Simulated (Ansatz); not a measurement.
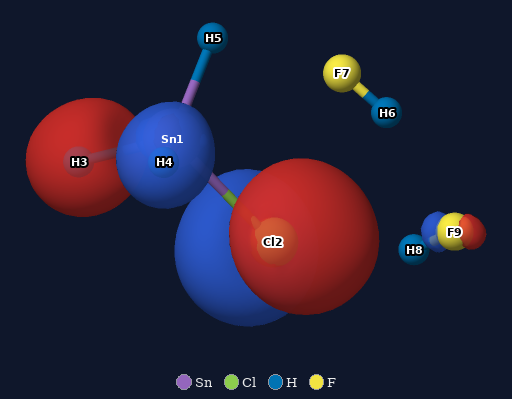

ClH3Sn···HF···HF. The HOMO−1 at ±0.1 Å⁻³ᐟ² (red and blue are the two phases), seen at a tilt.

Core potentials replace the inner electrons of Sn; not at a stationary point (largest force 1.4 eV/Å).

All numbers below come from Ansatz 0.2.0, RKS revPBE-D4/def2-SVP.

```xyz
9

Sn   -1.0763   -1.3409   -0.0615
Cl    1.3330   -1.3889   -0.1744
H    -1.4798   -3.0236   -0.0404
H    -1.4671   -0.5651    1.4226
H    -1.6162   -0.5647   -1.4950
H     0.2495    2.1186   -0.1077
F    -0.6237    1.8796   -0.2612
H     2.3338    0.9847    0.3171
F     2.3468    1.9003    0.4004
```

### Describe this orbital and give its energy.

Its weight (Hirshfeld) is mainly on Cl2 (about 70 %), Sn1 (about 10 %) and H3 (about 10 %); largely a lone pair of Cl2. Its energy is −7.35 eV.
